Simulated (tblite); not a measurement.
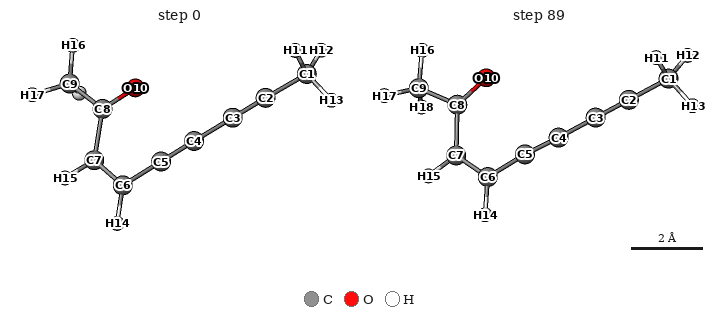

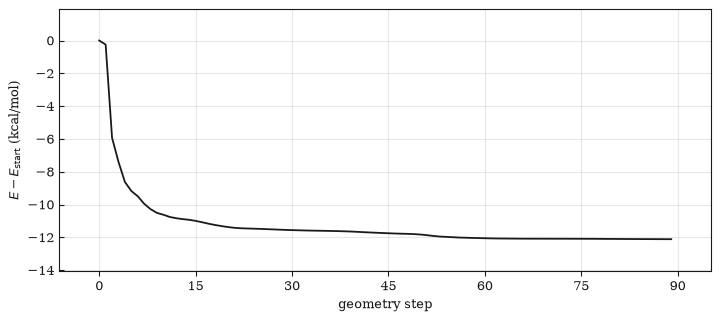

First and last geometry of a relaxation of C₉H₈O, with the history of the run. Style: ball-and-stick. Shown from a free direction.

The calculation used GFN2-xTB geometry optimisation, gas phase (tblite). 

### What do the curves and the structures tell?

It converged. Over 89 geometry steps the energy falls by 12.1 kcal/mol. The largest moves after the best rigid fit, 0.62 Å, are those of H16 and H18. Largest moves by element: H 0.62 Å, O 0.41 Å, C 0.33 Å. Near-neighbour distances that change, for instance: C3–C4 1.424 → 1.350 Å, C5–C6 1.448 → 1.391 Å, C1–C2 1.490 → 1.440 Å, C9–H17 1.127 → 1.088 Å. Among the angles between lasting bonds that change: H12–C1–H13 115.1° → 109.0°, C5–C6–C7 119.1° → 124.7°, H16–C9–H18 114.8° → 109.5°. The run took 0.49 s on 1 thread of Intel(R) Xeon(R) 6975P-C (shared host).
